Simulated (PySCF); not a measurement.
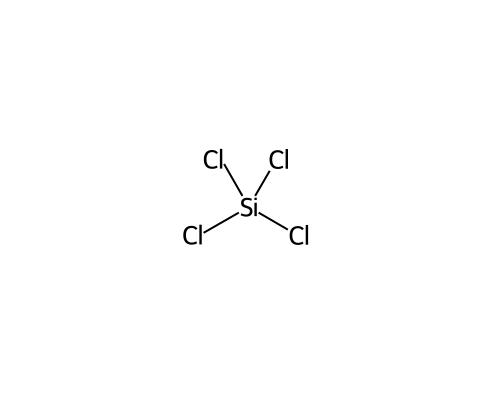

Simulated data, not a measurement (program: PySCF).

A structural formula.

Q: Write the SMILES.

A: Cl[Si](Cl)(Cl)Cl

Q: What is the molecular formula?

A: SiCl4.

Q: An optimisation with PBE0-D3(BJ)/def2-SVP gave a structure of which point group?

A: Td.
